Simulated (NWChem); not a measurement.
**One shape, several levels: InH2F (SMILES [F][InH2])**

We compute a comparison of 3 runs (HF/3-21G, HF/def2-TZVP, MP2/STO-3G) of InH2F. 

The results are computed with NWChem 7.3.0.

### Step 1. The molecule

The species is InH2F (4 atoms), meant as a singlet with charge 0. SMILES: `[F][InH2]`. Geometry: relaxed at PBE0-D4/def2-TZVP.

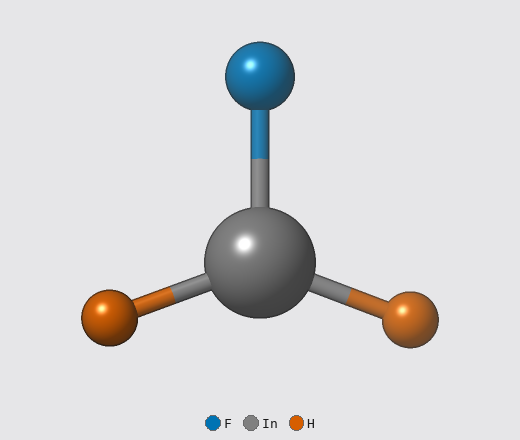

Viewed from a chosen angle; fluorine blue, indium grey, hydrogen orange.

### Step 2. Energy and forces at HF/3-21G (run 1)

File fh2in.xyz:

```xyz
4

F     -1.631800    -0.629400     0.188600
In     0.194400     0.052300    -0.026300
H      1.304300    -0.965100     0.767900
H      0.188600     1.481900    -0.950400
```

File run.py:

```python
from ase.io import read
from ase.calculators.nwchem import NWChem

atoms = read('fh2in.xyz')

calc = NWChem(
    label='fh2in',
    theory='scf',
    memory='2200 mb',
    basis='3-21G',
    basispar='spherical bse',
    scf={'nopen': '0', 'rhf': None, 'thresh': '1e-08', 'maxiter': '80'},
)
atoms.calc = calc

forces = atoms.get_forces()
print(f"energy = {atoms.get_potential_energy():.6f} eV")
print("forces (eV/A):")
for s, f in zip(atoms.symbols, forces):
    print(f"{s:2s} {f[0]:10.5f} {f[1]:10.5f} {f[2]:10.5f}")
print("dipole (e A):", atoms.get_dipole_moment().round(4))
```

Run with:

```
$ export ASE_NWCHEM_COMMAND="nwchem PREFIX.nwi > PREFIX.nwo"
$ python run.py
```

Log:

```text
energy = -158228.659421 eV
forces (eV/A):
F     0.89726    0.33486   -0.10557
In   -1.69986   -0.63445    0.20003
H     0.60750   -0.30252    0.27038
H     0.19510    0.60205   -0.36484
dipole (e A): [ 0.6049  0.2258 -0.0712]
```

The calculator wrote fh2in.nwi:

```
title "fh2in"

permanent_dir fh2in

scratch_dir fh2in

start fh2in

geometry units angstrom nocenter noautosym noautoz
  F  -1.6317999999999999e+00 -6.2939999999999996e-01 1.8859999999999999e-01
  In 1.9439999999999999e-01 5.2299999999999999e-02 -2.6300000000000000e-02
  H  1.3043000000000000e+00 -9.6509999999999996e-01 7.6790000000000003e-01
  H  1.8859999999999999e-01 1.4819000000000000e+00 -9.5040000000000002e-01
end

memory 2200 mb

basis spherical bse noprint
   * library 3-21G
end

scf
  nopen 0
  rhf
  thresh 1e-08
  maxiter 80
end

task scf gradient
```

fh2in.nwo:

```text
Northwest Computational Chemistry Package (NWChem) 7.3.0
             --------------------------------------------------------

           Job information
           ---------------

    nwchem branch   = 7.3.0
    use scalapack   = T
    input           = fh2in.nwi
    prefix          = fh2in.
    data base       = fh2in/fh2in.db
    status          = startup
    nproc           =        1

           Memory information
           ------------------

[... 5 lines left out ...]
    hardfail = no
[... 120 lines left out ...]
         Quadratically convergent ROHF
[... 14 lines left out ...]
       Final RHF  results
[... 4 lines left out ...]
      Two-electron energy =   2371.188219585228
[... 49 lines left out ...]
                       ROHF Final Molecular Orbital Analysis
[... 225 lines left out ...]
                 ----------------------------------------
                 |  Time  |  1-e(secs)   |  2-e(secs)   |
                 ----------------------------------------
                 |  CPU   |       0.00   |       0.95   |
                 ----------------------------------------
                 |  WALL  |       0.00   |       0.95   |
                 ----------------------------------------

 Task  times  cpu:        3.8s     wall:        3.8s
 Total times  cpu:        3.8s     wall:        3.8s
```

It took 5.4 s on 1 thread of AMD EPYC 7R43 (Zen 3), shared host; peak memory 0.094 GiB.

### Step 3. Energy and forces at HF/def2-TZVP (core potential) (run 2)

File nw.nw:

```
start nw
title "FH2In hf"
memory stack 880 mb heap 220 mb global 1100 mb

geometry units angstrom noautosym nocenter noautoz
F    -1.631800   -0.629400    0.188600
In    0.194400    0.052300   -0.026300
H     1.304300   -0.965100    0.767900
H     0.188600    1.481900   -0.950400
end

basis spherical bse
* library def2-TZVP
end

ecp bse
In library def2-TZVP
end

scf
thresh 1e-08
maxiter 80
print low
end

task scf gradient
```

Run with:

```
$ nwchem nw.nw > nw.out
```

Log:

```text
[...]
  functions       =    93
[...]
  wavefunction    = RHF
[...]
         Total SCF energy =   -289.864555931748
      One-electron energy =   -610.604104652446
      Two-electron energy =    253.355187969681
 Nuclear repulsion energy =     67.384360751018
        Time for solution =     31.7s
[...]
                         RHF ENERGY GRADIENTS
    atom               coordinates                        gradient
                 x          y          z           x          y          z
   1 F      -3.083655  -1.189394   0.356402   -0.005144  -0.001919   0.000605
   2 In      0.367363   0.098833  -0.049700    0.008886   0.003315  -0.001046
   3 H       2.464770  -1.823775   1.451121   -0.002486   0.000653  -0.000728
   4 H       0.356402   2.800385  -1.795996   -0.001255  -0.002048   0.001169
 Task  times  cpu:       43.1s     wall:       43.1s
 Total times  cpu:       43.1s     wall:       43.1s
```

Wall time 44 s (1 thread of AMD EPYC 7R43 (Zen 3), shared host); peak memory 0.1 GiB.

### Step 4. Energy and gradient at MP2/STO-3G (run 3)

File run.py:

```python
from ase import Atoms
from ase.calculators.nwchem import NWChem

atoms = Atoms(['F', 'In', 'H', 'H'], positions=[
    [-1.631800, -0.629400, 0.188600],
    [0.194400, 0.052300, -0.026300],
    [1.304300, -0.965100, 0.767900],
    [0.188600, 1.481900, -0.950400],
])

calc = NWChem(
    label='nw',
    theory='mp2',
    memory='2200 mb',
    basis='STO-3G',
    basispar='spherical bse',
    scf={'nopen': '0', 'rhf': None, 'thresh': '1e-08', 'maxiter': '80'},
    mp2={'freeze': 'core 19', 'tight': None},
)
atoms.calc = calc

forces = atoms.get_forces()
print("Total energy (eV):", round(atoms.get_potential_energy(), 6))
print("forces (eV/A):")
for s, f in zip(atoms.symbols, forces):
    print(f"{s:2s} {f[0]:10.5f} {f[1]:10.5f} {f[2]:10.5f}")
```

Run with:

```
$ export ASE_NWCHEM_COMMAND="nwchem PREFIX.nwi > PREFIX.nwo"
$ python run.py
```

Log:

```text
Total energy (eV): -157339.133201
forces (eV/A):
F     1.60745    0.59999   -0.18918
In   -0.99059   -0.36962    0.11663
H    -0.85839    1.09097   -0.81067
H     0.24153   -1.32129    0.88323
```

The calculator wrote nw.nwi:

```
title "nw"

permanent_dir nw

scratch_dir nw

start nw

geometry units angstrom nocenter noautosym noautoz
  F  -1.6317999999999999e+00 -6.2939999999999996e-01 1.8859999999999999e-01
  In 1.9439999999999999e-01 5.2299999999999999e-02 -2.6300000000000000e-02
  H  1.3043000000000000e+00 -9.6509999999999996e-01 7.6790000000000003e-01
  H  1.8859999999999999e-01 1.4819000000000000e+00 -9.5040000000000002e-01
end

memory 2200 mb

basis spherical bse noprint
   * library STO-3G
end

scf
  nopen 0
  rhf
  thresh 1e-08
  maxiter 80
end
mp2
  freeze core 19
  tight
end

task mp2 gradient
```

nw.nwo:

```text
Northwest Computational Chemistry Package (NWChem) 7.3.0
             --------------------------------------------------------

           Job information
           ---------------

    nwchem branch   = 7.3.0
    use scalapack   = T
    input           = nw.nwi
    prefix          = nw.
    data base       = nw/nw.db
    status          = startup
    nproc           =        1

           Memory information
           ------------------

[... 5 lines left out ...]
    hardfail = no
[... 122 lines left out ...]
 Convergence threshold     :          1.000E-08
[... 16 lines left out ...]
      One-electron energy =  -8316.226287353160
[... 44 lines left out ...]
                       ROHF Final Molecular Orbital Analysis
[... 290 lines left out ...]
  MP2 natural orbitals output to nw/nw.mp2nos
[... 10 lines left out ...]
                 ----------------------------------------
                 |  Time  |  1-e(secs)   |  2-e(secs)   |
                 ----------------------------------------
                 |  CPU   |       0.00   |       1.20   |
                 ----------------------------------------
                 |  WALL  |       0.00   |       1.20   |
                 ----------------------------------------
 -----------------------
 Task  times  cpu:        9.1s     wall:        9.1s
 Total times  cpu:        9.2s     wall:        9.2s
```

It took 11 s on 1 thread of AMD EPYC 7R43 (Zen 3), shared host; peak memory 0.1 GiB.

### Step 5. Overview of the runs

```
run                          level  core potential  module   energy (Eh)  dipole moment (D)  HOMO energy (eV)  LUMO energy (eV)  wall time
  1                       HF/3-21G               –     scf  -5814.796030               3.12            -11.57              0.86      5.4 s
  2  HF/def2-TZVP (core potential)       def2-TZVP     scf   -289.864556                  –                 –                 –       44 s
  3                     MP2/STO-3G               –     mp2  -5782.106544               1.13             -8.41              5.95       11 s
```

### Step 6. Results

```
                                                      quantity           value
                                           run 3: total energy  -5782.10654 Eh
run 3: dipole moment (of the density that the program reports)          1.13 D
                    run 3: HOMO energy (Hartree–Fock orbitals)        -8.41 eV
                    run 3: LUMO energy (Hartree–Fock orbitals)         5.95 eV
                  run 3: HOMO–LUMO gap (Hartree–Fock orbitals)        14.36 eV
           run 3: correlation energy (19 core orbitals frozen)       -51.3 mEh
                               run 3: largest force on an atom      1.726 eV/Å
```

What this shows: Some runs of one species differ in core potentials or relativity; totals across that change don't compare. In run 3 the basis is minimal, so the values are rough. In runs 1, 3 relativity is left out where basis or elements ask for it. All runs together took 60 s, the longest 44 s.
